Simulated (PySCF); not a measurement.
## Electronic structure of C5H9BO2 in real space

Input file:

```
{"job": {"kind": "nmr", "xc": "PBE0", "basis": "pcSseg-1"}, "charge": 0, "multiplicity": 1}
B     -2.531663     0.445803    -0.670127
O     -2.652972    -0.015881     0.604604
C     -1.353467    -0.096050     1.164702
C     -0.397331     0.456469     0.080990
C      0.703364    -0.488234    -0.296618
C      2.013764    -0.418943     0.435258
C      1.924583     0.025494    -0.992823
O     -1.251287     0.726881    -1.031331
H     -3.469805     0.591795    -1.404542
H     -1.124052    -1.146147     1.411100
H     -1.316160     0.487723     2.097141
H      0.051003     1.414527     0.399229
H      0.349391    -1.483446    -0.588838
H      2.526729    -1.355821     0.664741
H      2.127603     0.350975     1.204313
H      2.375387    -0.602947    -1.764260
H      1.973414     1.097220    -1.204617
```

Command:

```sh
OMP_NUM_THREADS=1 python probes_run.py task.json out
```

Geometry: PBE0-D3(BJ)/def2-SVP.

All numbers below come from PBE0/pcSseg-1, SCF density, gas phase, non-relativistic in PySCF.

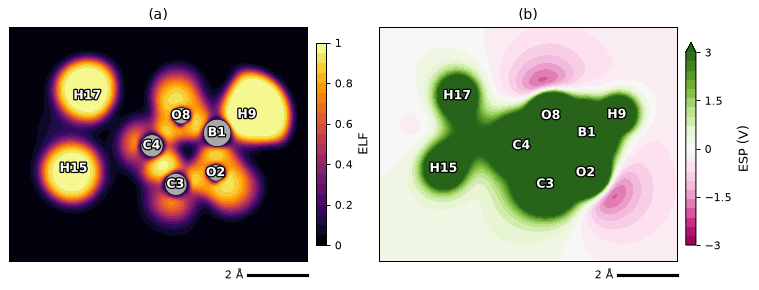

Figure 1. (a) electron localisation function; (b) molecular electrostatic potential on the plane of atoms O2, C3 and C4. Grey discs cover the atomic cores in the ELF map.

> What does the map show?

The plane passes through B, O, C and H nuclei. B–O (1.36 Å): the ELF peaks at about 0.90 between the atoms, as expected for a short, strongly polar bond. C–O (1.42 Å): the ELF peaks at about 0.90 between the atoms; a shared but strongly polarised pair. C–C (1.55 Å): the ELF peaks at about 0.95 between the atoms; localised, covalent bonding. B–H (1.20 Å): the ELF climbs to about 1 towards the hydrogen, as it does in any bond to H; an ordinary covalent bond to hydrogen. The ELF also peaks beside O2 and O8, away from the bonds: lone-pair regions. Outside the dense part of the molecule the potential is most negative (−1.9 V) near O8.

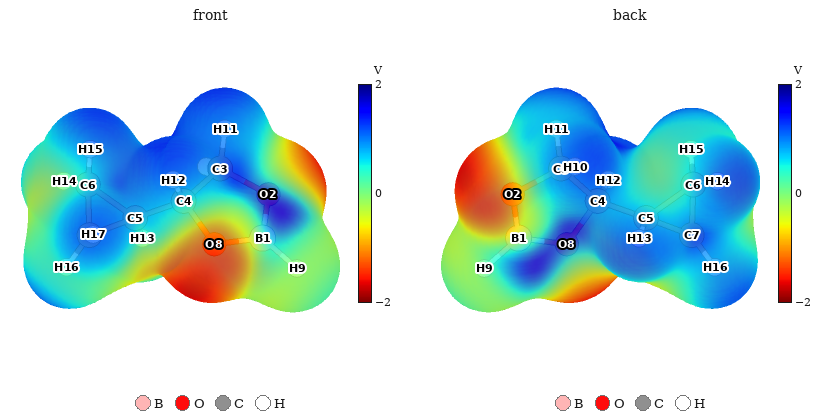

Figure 2. The molecular electrostatic potential painted on the density surface at 0.004 e/bohr³, seen from the front and from behind; the colour scale runs from red (negative) to blue (positive).

> Which sites attract a positive test charge, and which a negative one?

A positive charge is drawn to the negative regions and a negative charge to the positive ones. The most negative region (about −1.7 V, or −39 kcal/mol for a unit charge) lies over O2 and O8, the most positive (about +1.4 V, or +32 kcal/mol for a unit charge) over B1, C3 and C4.

> How polar is the molecule by this calculation?

Its dipole moment is 2.60 D.

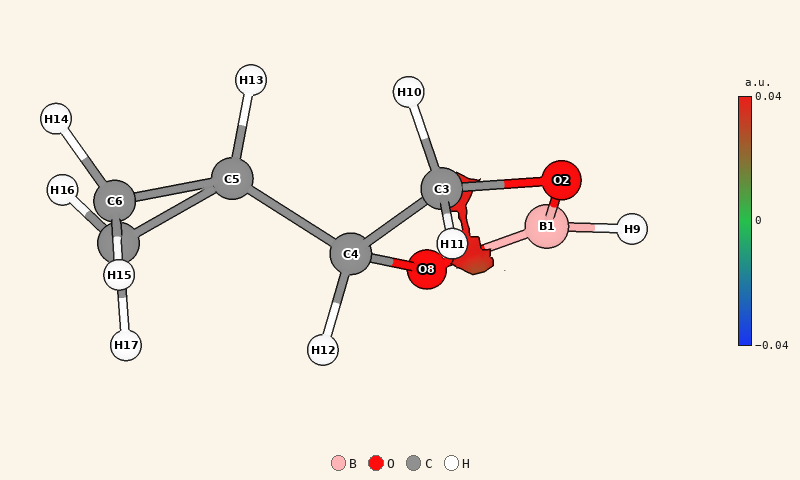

Figure 3. Non-covalent interaction (NCI) plot: the surface where the reduced density gradient is 0.6, for densities under 0.05 a.u., coloured by sign(λ₂)ρ; seen from one side.

> Which non-covalent interactions does the plot reveal?

Inside the ring or cage of B1, O2, C3, C4 and O8: steric crowding (red) (×2).
